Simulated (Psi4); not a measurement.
# [NO2]− (nitrite): r2SCAN/def2-TZVPPD

What is the vertical singlet–triplet gap of [NO2]− (nitrite) at r2SCAN/def2-TZVPPD? The job is set up through a Python script.

The calculation is run with Psi4 1.11.

**1. The molecule**

The species is [NO2]− (3 atoms), meant as a singlet with charge -1. SMILES: `O=N[O-]`. Geometry: relaxed at PBE0-D4/def2-TZVPD.

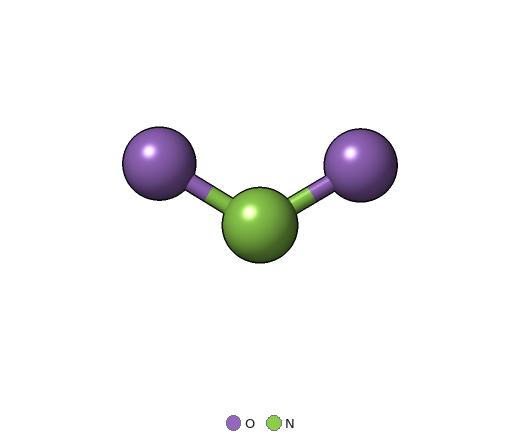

The structure, seen from a chosen angle (oxygen purple, nitrogen green).

**2. Energy and gradient at r2SCAN/def2-TZVPPD**

Input file calc.py:

```python
import psi4

psi4.set_memory('2200 MB')
psi4.set_num_threads(1)
psi4.set_output_file('psi4.out', False)

molecule = psi4.geometry("""
-1 1
O
N 1 1.24546
O 2 1.245469 1 116.77261
symmetry c1
""")

options = {'reference': 'rks', 'puream': True, 'e_convergence': 1e-09, 'd_convergence': 1e-08, 'scf_type': 'pk', 'dft_radial_points': 99, 'dft_spherical_points': 590}
psi4.set_options(options)

E, wfn = psi4.gradient("r2scan/def2-TZVPPD", return_wfn=True)
print('gradient / Eh bohr^-1')
print(E.np.round(6))
print(f'energy = {wfn.energy():.10f} Eh')
```

Run with:

```bash
$ python calc.py
```

psi4.out (excerpt; [...] marks lines left out):

```text
[...]
  Running in c1 symmetry.
[...]
  Nuclear repulsion =   63.552469441985089
[...]
  Multiplicity = 1
[...]
  Nalpha       = 12
  Nbeta        = 12
[...]
    Number of basis functions: 117
[...]
   @RKS iter   1:  -204.93752132691949   -2.45320e-01   6.25121e-03 DIIS/ADIIS
[...]
   @RKS iter  12:  -205.14811561781613   -7.10543e-13   1.22489e-09 DIIS
[...]
    Orbital Energies [Eh]
    ---------------------
    Doubly Occupied:
       1A    -18.719309     2A    -18.719307     3A    -14.053801
       4A     -0.889362     5A     -0.718504     6A     -0.331520
       7A     -0.207288     8A     -0.198797     9A     -0.185623
      10A     -0.032311    11A      0.001926    12A      0.045336
[...]
  @RKS Final Energy:  -205.14811561781613
   => Energetics <=
    Nuclear Repulsion Energy =             63.5524694419850888
    One-Electron Energy =                -413.7516195341506773
    Two-Electron Energy =                 169.1720432130449012
    DFT Exchange-Correlation Energy =     -24.1210087386954086
    Empirical Dispersion Energy =           0.0000000000000000
    VV10 Nonlocal Energy =                  0.0000000000000000
    Total Energy =                       -205.1481156178161314
[...]
 Multipole Moments:
 ------------------------------------------------------------------------------------
     Multipole            Electronic (a.u.)      Nuclear  (a.u.)        Total (a.u.)
 ------------------------------------------------------------------------------------
 L = 1.  Multiply by 2.5417464519 to convert [e a0] to [Debye]
 Dipole X            :         -0.1268854            0.0027499           -0.1241355
 Dipole Y            :         -0.0780718            0.0016926           -0.0763791
 Dipole Z            :          0.0000000            0.0000000            0.0000000
 Magnitude           :                                                    0.1457512
[...]
  -Total Gradient:
     Atom            X                  Y                   Z
    ------   -----------------  -----------------  -----------------
       1        0.000012431529    -0.016304695970    -0.000000000000
       2        0.014394371539     0.008867249806     0.000000000000
       3       -0.014544982759     0.007352401245     0.000000000000
[...]
```

Standard output:

```text
gradient / Eh bohr^-1
[[ 1.2000e-05 -1.6305e-02 -0.0000e+00]
 [ 1.4394e-02  8.8670e-03  0.0000e+00]
 [-1.4545e-02  7.3520e-03  0.0000e+00]]
energy = -205.1481156178 Eh
```

Wall time 34 s (1 thread of AMD EPYC 7R43 (Zen 3), shared host); peak memory 0.69 GiB.

**3. The triplet**

Input file calc.py:

```python
import psi4

psi4.set_memory(2200000000)
psi4.set_num_threads(1)
psi4.set_output_file('no2.out', False)

geom = psi4.geometry("""
-1 3
O      0.322840     0.992650     0.287620
N      0.325750    -0.245400     0.151990
O     -0.648590    -0.747260    -0.439610
symmetry c1
no_reorient
no_com
""")

psi4.set_options({
    'basis': 'def2-TZVPPD',
    'reference': 'uks',
    'puream': True,
    'e_convergence': 1e-09,
    'd_convergence': 1e-08,
    'scf_type': 'pk',
    'dft_radial_points': 99,
    'dft_spherical_points': 590,
    'maxiter': 100,
})

E = psi4.gradient("r2scan")
print('gradient / Eh bohr^-1')
print(E.np.round(6))
```

Run with:

```bash
$ python calc.py
```

no2.out (excerpt; [...] marks lines left out):

```text
[...]
  Running in c1 symmetry.
[...]
  Nuclear repulsion =   63.552463700874924
[...]
  Multiplicity = 3
[...]
  Nalpha       = 13
  Nbeta        = 11
[...]
    Number of basis functions: 117
[...]
   @UKS iter   1:  -204.86914151121812   -1.76941e-01   5.88127e-03 ADIIS/DIIS
[...]
   @UKS iter  13:  -205.06406222807308   -1.03171e-11   5.03605e-09 DIIS
[...]
   @S^2 Observed:                2.011640506E+00
[...]
  @UKS Final Energy:  -205.06406222807308
   => Energetics <=
    Nuclear Repulsion Energy =             63.5524637008749238
    One-Electron Energy =                -413.8620709265953792
    Two-Electron Energy =                 169.4236966724426452
    DFT Exchange-Correlation Energy =     -24.1781516747952594
    Empirical Dispersion Energy =           0.0000000000000000
    VV10 Nonlocal Energy =                  0.0000000000000000
    Total Energy =                       -205.0640622280730838
  UHF NO Occupations:
  HONO-2 :   11  A 1.9979413
  HONO-1 :   12  A 1.0000000
[...]
 Multipole Moments:
 ------------------------------------------------------------------------------------
     Multipole            Electronic (a.u.)      Nuclear  (a.u.)        Total (a.u.)
 ------------------------------------------------------------------------------------
 L = 1.  Multiply by 2.5417464519 to convert [e a0] to [Debye]
 Dipole X            :          0.7740274           -0.6155783            0.1584491
 Dipole Y            :         -0.5829247            0.4635876           -0.1193371
 Dipole Z            :          0.3611517           -0.2872195            0.0739323
 Magnitude           :                                                    0.2116919
[...]
  -Total Gradient:
     Atom            X                  Y                   Z
    ------   -----------------  -----------------  -----------------
       1       -0.037487767554    -0.068184680728    -0.028179412122
       2       -0.000924168616     0.000703539851    -0.000430389707
       3        0.038300268967     0.067565256149     0.028557698857
[...]
```

On the terminal:

```text
gradient / Eh bohr^-1
[[-0.037488 -0.068185 -0.028179]
 [-0.000924  0.000704 -0.00043 ]
 [ 0.0383    0.067565  0.028558]]
```

Run time: 55 s. Hardware: 1 thread of AMD EPYC 7R43 (Zen 3), shared host; peak memory 0.7 GiB.

**4. Summary of results**

Level: r2SCAN/def2-TZVPPD.

```
                                                      quantity          value
                                         singlet: total energy  -205.14812 Eh
                                          singlet: HOMO energy        1.23 eV
                                          singlet: LUMO energy        4.58 eV
singlet: HOMO–LUMO gap (to an unbound level, set by the basis)        3.35 eV
                             singlet: largest force on an atom     0.869 eV/Å
                                         triplet: total energy  -205.06406 Eh
                   triplet: HOMO energy (highest over α and β)        3.71 eV
                                                 triplet: ⟨S²⟩          2.012
                             triplet: largest force on an atom     4.255 eV/Å
              vertical energy of the triplet above the singlet       2.287 eV
```

At this shape the triplet lies 2.29 eV (221 kJ/mol) above the singlet. The largest force (singlet) is 0.87 eV/Å: the shape isn't a stationary point for this species at this level. The HOMO (singlet) lies at positive energy, 1.23 eV, from the functional's self-interaction, a short basis or an electron that isn't bound; only total energies against the neutral tell. The HOMO (triplet) lies at positive energy, 3.71 eV, from the functional's self-interaction, a short basis or an electron that isn't bound; only total energies against the neutral tell.
